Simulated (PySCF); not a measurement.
# SF5: single-point calculation

System: SF5, multiplicity 2.
Method: UKS-based B3LYP, S def2-TZVP, F def2-TZVP; non-relativistic Hamiltonian; density fitting (PySCF 2.14.0).

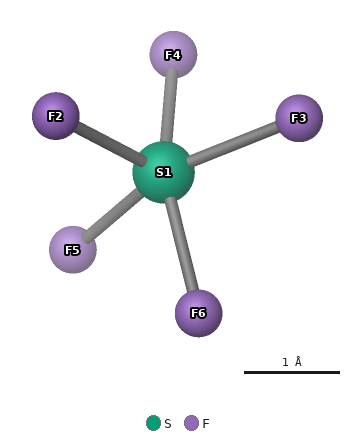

The input geometry (ball-and-stick view, seen at a tilt; atoms are numbered from 1 in the order of the input). Bond lengths as drawn: F–S 1.67 Å.

Key numbers

| quantity | value |
| --- | --- |
| outcome | converged |
| SCF energy | −897.514370 hartree |
| hardware | 4 threads of Arm Neoverse V2, 24 GiB of memory available, shared host |
| wall time | 37 s (CPU time 2.3 min) |
| peak memory | 0.7 GiB |

Input file
```python
from pyscf import gto, scf, dft
mol = gto.M(atom='''
S      0.000000     0.000000     0.000000
F      0.000000     0.000000     1.670000
F      1.633500     0.000000    -0.347200
F      0.000000     1.633500    -0.347200
F     -1.633500     0.000000    -0.347200
F     -0.000000    -1.633500    -0.347200''',
    basis={'S': 'def2-TZVP', 'F': 'def2-TZVP'},
    charge=0, spin=1)
mf = dft.UKS(mol, xc='B3LYP')
mf.grids.atom_grid = (50, 194)
aux = {'S': 'def2-universal-JKFIT', 'F': 'def2-universal-JKFIT'}
mf = mf.density_fit(auxbasis=aux)
mf.conv_tol = 1e-08
mf.diis_space = 10
mf.max_cycle = 60
mf.init_guess = 'minao'
mf.verbose = 4
mf.kernel()
```

The script is an equivalent of the set-up of the self-consistent field. The run itself was carried out by a driver, which started from the orbitals of the step before it where there was one and computed the further properties.

Run as:
```bash
OMP_NUM_THREADS=4 python axn.py task.json out
```

What the program printed
```
init E= -898.269345338474
  alpha nocc = 31  HOMO = -0.214154856503477  LUMO = -0.0752057119556255
  beta  nocc = 30  HOMO = -0.460063724730008  LUMO = -0.214154856503491
cycle= 1 E= -897.213478006464  delta_E= 1.06  |g|= 0.935  |ddm|= 2.18
  alpha nocc = 31  HOMO = -0.296945788397104  LUMO = -0.19336087855909
  beta  nocc = 30  HOMO = -0.346688752330103  LUMO = -0.213835388170716
  HOMO = -0.296945788397  LUMO = -0.213835388171  gap/eV = 2.26155
cycle= 2 E= -896.277210800072  delta_E= 0.936  |g|= 2.01  |ddm|=  1.9
  alpha nocc = 31  HOMO = -0.283991327450828  LUMO = -0.103442961622704
  beta  nocc = 30  HOMO = -0.424075749358991  LUMO = -0.187998635553377
  HOMO = -0.283991327451  LUMO = -0.187998635553  gap/eV = 2.61209
cycle= 3 E= -897.513484901006  delta_E= -1.24  |g|= 0.0491  |ddm|= 1.11
  alpha nocc = 31  HOMO = -0.287034012627615  LUMO = -0.102873940607836
  beta  nocc = 30  HOMO = -0.423461605655659  LUMO = -0.185310780554794
  HOMO = -0.287034012628  LUMO = -0.185310780555  gap/eV = 2.76803
cycle= 4 E= -897.513860571721  delta_E= -0.000376  |g|= 0.0387  |ddm|= 0.0499
  alpha nocc = 31  HOMO = -0.286703094631619  LUMO = -0.0997749901207285
  beta  nocc = 30  HOMO = -0.425033913413355  LUMO = -0.18383590054772
  HOMO = -0.286703094632  LUMO = -0.183835900548  gap/eV = 2.79916
cycle= 5 E= -897.514300521791  delta_E= -0.00044  |g|= 0.012  |ddm|= 0.0267
  alpha nocc = 31  HOMO = -0.285493339331538  LUMO = -0.0980885045080413
  beta  nocc = 30  HOMO = -0.423945855451333  LUMO = -0.182129029120084
  HOMO = -0.285493339332  LUMO = -0.18212902912  gap/eV = 2.81269
cycle= 6 E= -897.514359039729  delta_E= -5.85e-05  |g|= 0.0028  |ddm|= 0.0111
  alpha nocc = 31  HOMO = -0.286355428045994  LUMO = -0.0982975443398644
  beta  nocc = 30  HOMO = -0.424321589832206  LUMO = -0.182306068107323
  HOMO = -0.286355428046  LUMO = -0.182306068107  gap/eV = 2.83133
cycle= 7 E= -897.514368293963  delta_E= -9.25e-06  |g|= 0.00145  |ddm|= 0.0117
  alpha nocc = 31  HOMO = -0.286325185666946  LUMO = -0.0981883124401364
  beta  nocc = 30  HOMO = -0.42413852300188  LUMO = -0.182179900521419
  HOMO = -0.286325185667  LUMO = -0.182179900521  gap/eV = 2.83394
cycle= 8 E= -897.514369724571  delta_E= -1.43e-06  |g|= 0.000321  |ddm|= 0.00285
  alpha nocc = 31  HOMO = -0.286315631844666  LUMO = -0.0981335402299806
  beta  nocc = 30  HOMO = -0.424109283649449  LUMO = -0.182161110001864
  HOMO = -0.286315631845  LUMO = -0.182161110002  gap/eV = 2.83419
cycle= 9 E= -897.514369887633  delta_E= -1.63e-07  |g|= 0.000115  |ddm|= 0.00139
  alpha nocc = 31  HOMO = -0.286300121122181  LUMO = -0.0981016345475751
  beta  nocc = 30  HOMO = -0.42409960941945  LUMO = -0.182151329707281
  HOMO = -0.286300121122  LUMO = -0.182151329707  gap/eV = 2.83403
cycle= 10 E= -897.514369908671  delta_E= -2.1e-08  |g|= 2.94e-05  |ddm|= 0.000545
  alpha nocc = 31  HOMO = -0.286303166296399  LUMO = -0.0981016529165828
  beta  nocc = 30  HOMO = -0.42410261578759  LUMO = -0.182155531286568
  HOMO = -0.286303166296  LUMO = -0.182155531287  gap/eV = 2.83400
cycle= 11 E= -897.514369909458  delta_E= -7.87e-10  |g|= 9.5e-06  |ddm|= 9.86e-05
  alpha nocc = 31  HOMO = -0.286300588234823  LUMO = -0.0980994365890027
  beta  nocc = 30  HOMO = -0.424099686351273  LUMO = -0.182152566771549
  HOMO = -0.286300588235  LUMO = -0.182152566772  gap/eV = 2.83401
```

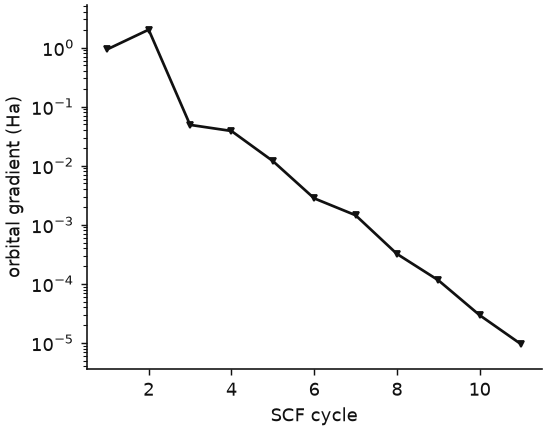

Convergence of the self-consistent field: orbital gradient against the SCF cycle. The residual comes down, with one marked jump up, by a factor of about 2, at step 2.

```
Extra cycle  E= -897.514369909476  delta_E= -1.77e-11  |g|= 9.93e-06  |ddm|= 1.37e-05
converged SCF energy = -897.514369909476  <S^2> = 0.75501082  2S+1 = 2.0050046
```
